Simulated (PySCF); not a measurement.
O2Si (anion, charge -1), SMILES [O][Si]=O, doublet, CAM-B3LYP/def2-SVP optimised geometry. Atoms within 1.6 Å of the plane z = 0.0 Å (x, y, z in Å): O1 (-1.35, 0.54, 0.00), Si2 (-0.21, -0.54, 0.00), O3 (1.35, -0.54, 0.00).

Level of theory: unrestricted CAM-B3LYP/def2-TZVPD run with PySCF. Cells within 0.4 Å of a nucleus heavier than hydrogen are left out (blank, or x).

Map of the spin density (e/bohr³) on the plane z = 0.0 Å:

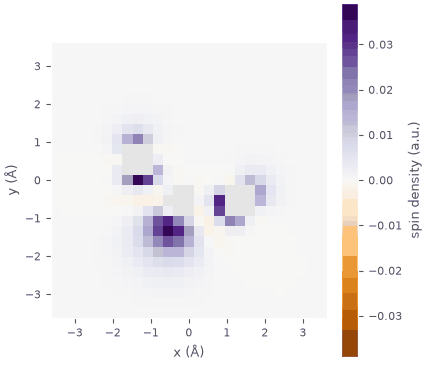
*Spin density (e/bohr³) on the plane z = 0.0 Å.*
